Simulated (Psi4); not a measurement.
# quartet AlH2O: levels of theory compared

Wanted: a comparison of 3 runs (U-wB97X/def2-TZVPP, UCAM-B3LYP/def2-TZVPP, UM06-2X/def2-TZVPP) of quartet AlH2O. 

The results are computed with Psi4 1.11.

## Step 1: The molecule

AlH2O: 4 atoms, total charge 0, spin state quartet. As SMILES of the parent species, `[O][AlH2]`. Geometry: relaxed at PBE0-D4/def2-TZVP. That shape belongs to the parent species and isn't relaxed for this state.

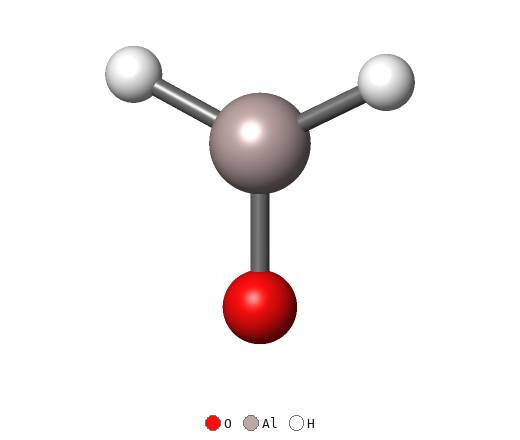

Viewed from a chosen angle; oxygen red, aluminium light grey, hydrogen white.

## Step 2: Energy and gradient at U-wB97X/def2-TZVPP (run 1)

Contents of run.py:

```python
import psi4

psi4.set_memory('1600 MB')
psi4.set_num_threads(1)
psi4.set_output_file('alh2o.out', False)

geom = psi4.geometry("""
0 4
O
Al 1 1.727343
H 2 1.578466 1 115.84472
H 2 1.578395 3 128.30893 1 -179.98752
symmetry c1
no_reorient
no_com
""")

psi4.set_options({
    'reference': 'uks',
    'puream': True,
    'e_convergence': 1e-09,
    'd_convergence': 1e-08,
    'scf_type': 'pk',
    'dft_radial_points': 99,
    'dft_spherical_points': 590,
    'maxiter': 200,
})

e_tot, wfn = psi4.gradient('wb97x/def2-TZVPP', molecule=geom, return_wfn=True)
psi4.oeprop(wfn, 'DIPOLE', 'QUADRUPOLE', 'MULLIKEN_CHARGES', title='WB97X')
print('gradient / Eh bohr^-1')
print(e_tot.np.round(6))
print(f'energy = {wfn.energy():.10f} Eh')
for k, v in sorted(psi4.core.scalar_variables().items()):
    print(f'{k:45s} {v:18.10f}')
```

The run is started by

```console
python run.py
```

alh2o.out:

```text
[...]
  Running in c1 symmetry.
[...]
  Nuclear repulsion =   43.785126945376966
[...]
  Multiplicity = 4
[...]
  Nalpha       = 13
  Nbeta        = 10
[...]
    Number of basis functions: 101
[...]
   @UKS iter   1:  -318.25057386505171   -4.09477e-01   7.74423e-03 DIIS/ADIIS
[...]
   @UKS iter  22:  -318.56688197263878    2.28624e-10   9.30196e-09 DIIS
[...]
   @S^2 Observed:                3.774478917E+00
[...]
  @UKS Final Energy:  -318.56688197263878
   => Energetics <=
    Nuclear Repulsion Energy =             43.7851269453769660
    One-Electron Energy =                -528.0294419375284178
    Two-Electron Energy =                 186.1671233117235147
    DFT Exchange-Correlation Energy =     -20.4896902922108879
    Empirical Dispersion Energy =           0.0000000000000000
    VV10 Nonlocal Energy =                  0.0000000000000000
    Total Energy =                       -318.5668819726387824
[...]
  -Total Gradient:
     Atom            X                  Y                   Z
    ------   -----------------  -----------------  -----------------
       1       -0.000011424965    -0.000000466013     0.025877425033
       2        0.000038409429     0.000018693902    -0.032977689361
       3       -0.000012617079     0.009024668609     0.003489102871
       4       -0.000014325605    -0.009042728020     0.003481022879
[...]
  Mulliken Charges: (a.u.)
   Center  Symbol    Alpha    Beta     Spin     Total
       1     O     4.74335  3.36815  1.37520 -0.11150
       2    AL     6.99299  5.95832  1.03467  0.04868
       3     H     0.63182  0.33677  0.29505  0.03141
       4     H     0.63183  0.33676  0.29507  0.03141
   Total alpha = 13.00000, Total beta = 10.00000, Total charge = -0.00000
```

The script printed:

```text
gradient / Eh bohr^-1
[[-1.1000e-05 -0.0000e+00  2.5877e-02]
 [ 3.8000e-05  1.9000e-05 -3.2978e-02]
 [-1.3000e-05  9.0250e-03  3.4890e-03]
 [-1.4000e-05 -9.0430e-03  3.4810e-03]]
energy = -318.5668819726 Eh
CURRENT ENERGY                                   -318.5668819726
CURRENT REFERENCE ENERGY                         -318.5668819726
DD SOLVATION ENERGY                                 0.0000000000
DFT FUNCTIONAL TOTAL ENERGY                      -318.5668819726
DFT TOTAL ENERGY                                 -318.5668819726
DFT VV10 ENERGY                                     0.0000000000
DFT XC ENERGY                                     -20.4896902922
GRID ELECTRONS ALPHA                               12.9999998902
GRID ELECTRONS BETA                                 9.9999999277
GRID ELECTRONS TOTAL                               22.9999998180
NUCLEAR REPULSION ENERGY                           43.7851269454
ONE-ELECTRON ENERGY                              -528.0294419375
PCM POLARIZATION ENERGY                             0.0000000000
PE ENERGY                                           0.0000000000
SCF ITERATION ENERGY                             -318.5668819726
SCF ITERATIONS                                     22.0000000000
SCF TOTAL ENERGY                                 -318.5668819726
TWO-ELECTRON ENERGY                               186.1671233117
XC GRID RADIAL POINTS                              99.0000000000
XC GRID SPHERICAL POINTS                          590.0000000000
XC GRID TOTAL POINTS                           224761.0000000000
```

Wall time 41 s (1 thread of Intel Xeon Platinum 8375C at 2.90GHz (Ice Lake), shared host); peak memory 0.79 GiB.

## Step 3: A single-point energy at UCAM-B3LYP/def2-TZVPP (run 2)

Contents of input.in:

```
memory 1600 mb

molecule {
  0 4
  O      0.062600    -0.856300     1.401400
  Al     0.011300     0.029900    -0.080400
  H     -1.149600    -0.360800    -1.076000
  H      1.131100     1.126800    -0.265300
  symmetry c1
}

set {
  basis def2-TZVPP
  reference uks
  puream true
  e_convergence 1e-09
  d_convergence 1e-08
  scf_type pk
  dft_radial_points 99
  dft_spherical_points 590
  maxiter 200
}

energy_value, wavefunction = energy('cam-b3lyp', return_wfn=True)
```

The run is started by

```console
psi4 -i input.in -o input.out -n 1
```

input.out:

```text
[...]
  Running in c1 symmetry.
[...]
  Nuclear repulsion =   43.785130971524083
[...]
  Multiplicity = 4
[...]
  Nalpha       = 13
  Nbeta        = 10
[...]
    Number of basis functions: 101
[...]
   @UKS iter   1:  -318.23426856002123   -2.80213e-01   8.28661e-03 ADIIS/DIIS
[...]
   @UKS iter  22:  -318.58548577791851    8.64020e-12   7.11513e-09 DIIS
[...]
   @S^2 Observed:                3.775329924E+00
[...]
  @UKS Final Energy:  -318.58548577791851
   => Energetics <=
    Nuclear Repulsion Energy =             43.7851309715240831
    One-Electron Energy =                -528.0717223926453698
    Two-Electron Energy =                 186.5746461355780070
    DFT Exchange-Correlation Energy =     -20.8735404923752412
    Empirical Dispersion Energy =           0.0000000000000000
    VV10 Nonlocal Energy =                  0.0000000000000000
    Total Energy =                       -318.5854857779185068
[...]
 Multipole Moments:
 ------------------------------------------------------------------------------------
     Multipole            Electronic (a.u.)      Nuclear  (a.u.)        Total (a.u.)
 ------------------------------------------------------------------------------------
 L = 1.  Multiply by 2.5417464519 to convert [e a0] to [Debye]
 Dipole X            :          0.0508939           -0.0547747           -0.0038808
 Dipole Y            :         -0.8797536            0.9427464            0.0629927
 Dipole Z            :          1.4716282           -1.5760525           -0.1044242
 Magnitude           :                                                    0.1220146
[...]
```

Run time: 37 s. Hardware: 1 thread of Intel Xeon Platinum 8375C at 2.90GHz (Ice Lake), shared host; peak memory 0.79 GiB.

## Step 4: Energy and forces at UM06-2X/def2-TZVPP (run 3)

Contents of run.py:

```python
import psi4

psi4.set_memory('1600 MB')
psi4.set_num_threads(1)
psi4.core.set_output_file('alh2o.out', False)

molecule = psi4.geometry("""
0 4
O
Al 1 1.727343
H 2 1.578466 1 115.84472
H 2 1.578395 3 128.30893 1 -179.98752
symmetry c1
no_reorient
no_com
""")

options = {'reference': 'uks', 'puream': True, 'e_convergence': 1e-09, 'd_convergence': 1e-08, 'scf_type': 'pk', 'dft_radial_points': 99, 'dft_spherical_points': 590, 'maxiter': 200}
psi4.set_options(options)

energy_value, wavefunction = psi4.gradient("m06-2x/def2-TZVPP", molecule=molecule, return_wfn=True)
psi4.oeprop(wavefunction, "DIPOLE", "LOWDIN_CHARGES", "WIBERG_LOWDIN_INDICES", title="M06-2X")
print('gradient / Eh bohr^-1')
print(energy_value.np.round(6))
print(f'energy = {wavefunction.energy():.10f} Eh')
for k, v in sorted(psi4.core.scalar_variables().items()):
    print(f'{k:45s} {v:18.10f}')
```

The run is started by

```console
python run.py
```

alh2o.out:

```text
[...]
  Running in c1 symmetry.
[...]
  Nuclear repulsion =   43.785126945376966
[...]
  Multiplicity = 4
[...]
  Nalpha       = 13
  Nbeta        = 10
[...]
    Number of basis functions: 101
[...]
   @UKS iter   1:  -318.21293204385034   -2.83977e-01   7.58295e-03 DIIS/ADIIS
[...]
   @UKS iter  25:  -318.54401971408328   -9.89075e-12   8.09027e-09 DIIS
[...]
   @S^2 Observed:                3.777574524E+00
[...]
  @UKS Final Energy:  -318.54401971408328
   => Energetics <=
    Nuclear Repulsion Energy =             43.7851269453769660
    One-Electron Energy =                -528.0129773675705565
    Two-Electron Energy =                 178.9113804161317489
    DFT Exchange-Correlation Energy =     -13.2275497080215310
    Empirical Dispersion Energy =           0.0000000000000000
    VV10 Nonlocal Energy =                  0.0000000000000000
    Total Energy =                       -318.5440197140833334
[...]
  -Total Gradient:
     Atom            X                  Y                   Z
    ------   -----------------  -----------------  -----------------
       1       -0.000009115824    -0.000000356209     0.020729759382
       2        0.000030737568     0.000017935181    -0.026274447055
       3       -0.000010080783     0.008101181935     0.002792154713
       4       -0.000011563545    -0.008118762696     0.002784173888
[...]
```

Standard output:

```text
gradient / Eh bohr^-1
[[-9.0000e-06 -0.0000e+00  2.0730e-02]
 [ 3.1000e-05  1.8000e-05 -2.6274e-02]
 [-1.0000e-05  8.1010e-03  2.7920e-03]
 [-1.2000e-05 -8.1190e-03  2.7840e-03]]
energy = -318.5440197141 Eh
CURRENT ENERGY                                   -318.5440197141
CURRENT REFERENCE ENERGY                         -318.5440197141
DD SOLVATION ENERGY                                 0.0000000000
DFT FUNCTIONAL TOTAL ENERGY                      -318.5440197141
DFT TOTAL ENERGY                                 -318.5440197141
DFT VV10 ENERGY                                     0.0000000000
DFT XC ENERGY                                     -13.2275497080
GRID ELECTRONS ALPHA                               12.9999998935
GRID ELECTRONS BETA                                 9.9999999315
GRID ELECTRONS TOTAL                               22.9999998249
NUCLEAR REPULSION ENERGY                           43.7851269454
ONE-ELECTRON ENERGY                              -528.0129773676
PCM POLARIZATION ENERGY                             0.0000000000
PE ENERGY                                           0.0000000000
SCF ITERATION ENERGY                             -318.5440197141
SCF ITERATIONS                                     25.0000000000
SCF TOTAL ENERGY                                 -318.5440197141
TWO-ELECTRON ENERGY                               178.9113804161
XC GRID RADIAL POINTS                              99.0000000000
XC GRID SPHERICAL POINTS                          590.0000000000
XC GRID TOTAL POINTS                           224761.0000000000
```

Run time: 77 s. Hardware: 1 thread of Intel Xeon Platinum 8375C at 2.90GHz (Ice Lake), shared host; peak memory 0.76 GiB.

## Step 5: Overview of the runs

```tsv
run	level	task	energy (Eh)	dipole moment (D)	HOMO energy (eV)	⟨S²⟩	wall time
1	U-wB97X/def2-TZVPP	gradient	-318.566882	0.02	-5.44	3.774	41 s
2	UCAM-B3LYP/def2-TZVPP	energy	-318.585486	0.31	-4.63	3.775	37 s
3	UM06-2X/def2-TZVPP	gradient	-318.544020	0.22	-4.23	3.778	77 s
```

## Step 6: Results

| quantity | value |
| --- | --- |
| run 3: total energy | -318.54402 Eh |
| run 3: dipole moment | 0.22 D |
| run 3: HOMO energy (highest over α and β) | -4.23 eV |
| run 3: ⟨S²⟩ | 3.778 |
| run 3: largest force on an atom | 1.351 eV/Å |

The dipole moment (its size) runs from 0.02 D (U-wB97X/def2-TZVPP) to 0.31 D (UCAM-B3LYP/def2-TZVPP). The two dipoles point in opposite directions. Totals of different functionals can't be ranked against each other. All runs together took 2.6 min, the longest 77 s.
